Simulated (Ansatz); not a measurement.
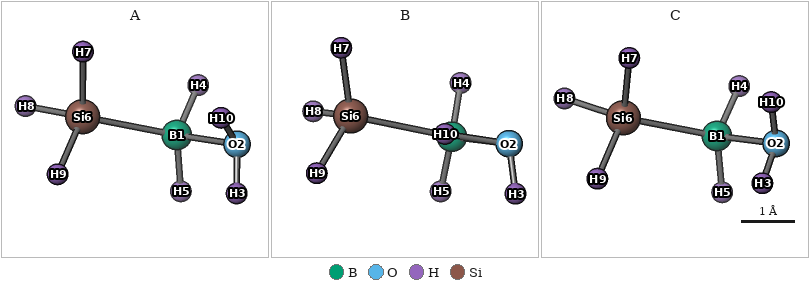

3 geometries from a converged minimum-energy path of BSiH$_{7}$O, made up at the start of BH$_{3}$O and SiH4, shuffled. Style: ball-and-stick. Shown from a free direction.

Theory: Ansatz 0.2.0, RKS PBE-D4/def2-SVP. Settings: 7 movable images; climbing image; force threshold 0.05 eV/Å; iteration limit 60; starting path through a guess of the saddle point.

Question: One of them is the converged climbing image. Which?

Answer: B. In order along the path, whose images run from 0 to 8: B (image 5, +1.65 eV), A (image 7, +0.89 eV), C (image 8, +0.86 eV). Breaking: Si6–H10 (1.51 → 1.90 at the top → 2.98 Å). Forming: B1–Si6 (3.56 → 2.17 at the top → 2.03 Å), O2–H10 (3.34 → 1.26 at the top → 0.98 Å).

Limits of the set-up: the start holds two separate molecules, 2.9 Å apart at their closest, whose relative position is a soft coordinate.
